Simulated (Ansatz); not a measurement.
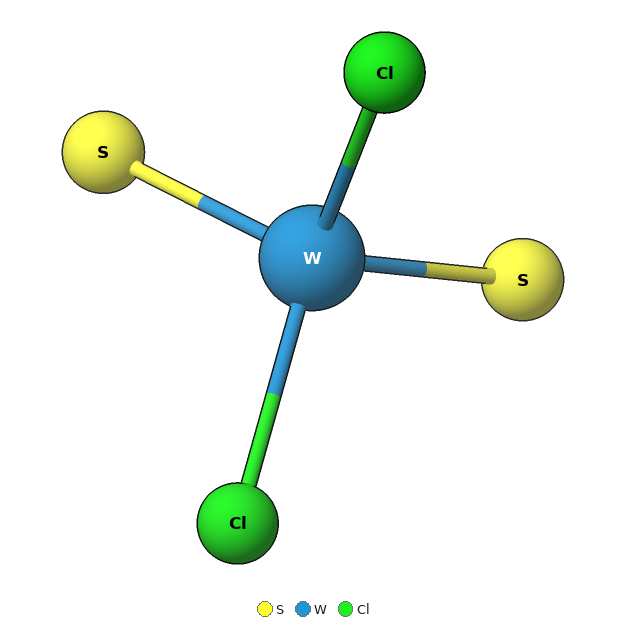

The species is neutral and a spin singlet. Computed geometry: PBE-D4/def2-SVP optimisation. No frequency run is at hand to confirm it as a minimum.

**What is the coordination number of the metal, and which atoms bind to it?**

W binds 4 atoms: 2 S at 2.14 Å, 2 Cl at 2.27 Å. The arrangement is tetrahedral.

**Give the formal oxidation state and the d-electron count.**

W(VI), d⁰, counting the ligands as closed-shell ions or neutral donors.
